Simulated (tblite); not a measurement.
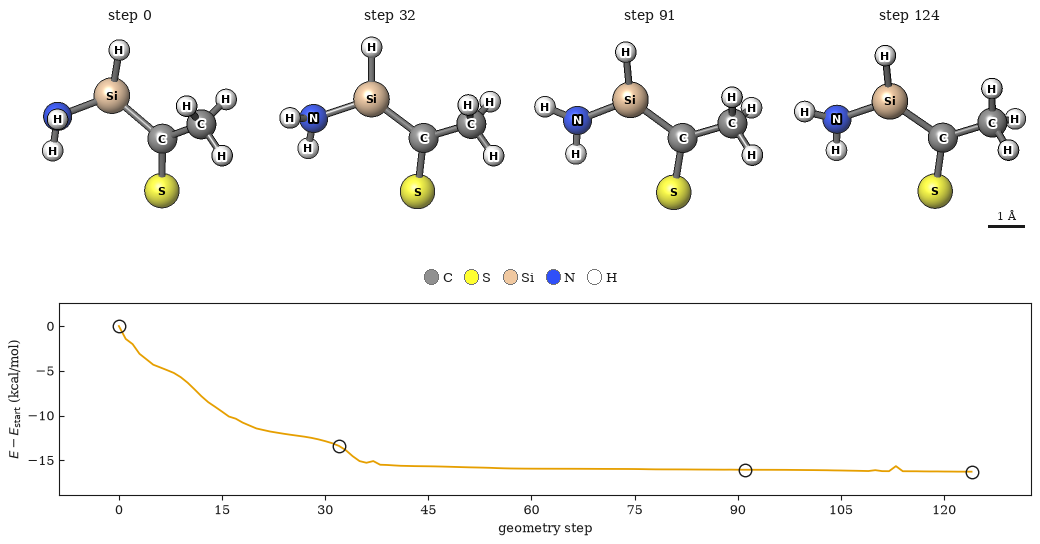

Frames of a relaxation of C$_{2}$H$_{6}$NSSi (multiplicity 2), marked on the history of the run. Style: ball-and-stick. Shown at a tilt.

Theory: GFN2-xTB geometry optimisation, gas phase (tblite). 

Describe the path.

Answer. The energy falls by 16.3 kcal/mol in 124 geometry steps. The atom that moves furthest after the best rigid fit is an H atom (1.28 Å). Largest moves by element: H 1.28 Å, Si 0.97 Å, S 0.45 Å, C 0.36 Å, N 0.26 Å. Among the contacts that change: C–Si 1.880 → 1.806 Å, H–Si 1.478 → 1.448 Å, C–S 1.670 → 1.695 Å, H–N 1.027 → 1.009 Å. Bond angles that change, for instance: C–Si–H 110.6° → 129.0°, Si–N–H 109.6° → 123.5°, Si–N–H 109.4° → 118.2°. Groups turn about C–C by about 35°. From step 0 to 32: an H atom moves most (0.87 Å), energy −13.4 kcal/mol. From step 32 to 91: an H atom moves most (0.70 Å), energy −2.67 kcal/mol. From step 91 to 124: an H atom moves most (0.36 Å), energy −0.22 kcal/mol.

```csv
step,"E − E(0), kcal/mol"
0,0.00
1,-1.44
2,-2.02
3,-3.10
4,-3.71
5,-4.32
6,-4.62
7,-4.93
8,-5.24
9,-5.71
10,-6.33
16,-10.11
22,-11.79
28,-12.50
34,-14.55
40,-15.58
46,-15.69
52,-15.81
58,-15.93
64,-15.95
70,-15.97
76,-15.99
82,-16.03
88,-16.05
94,-16.07
100,-16.10
106,-16.16
112,-16.22
118,-16.25
124,-16.28
```
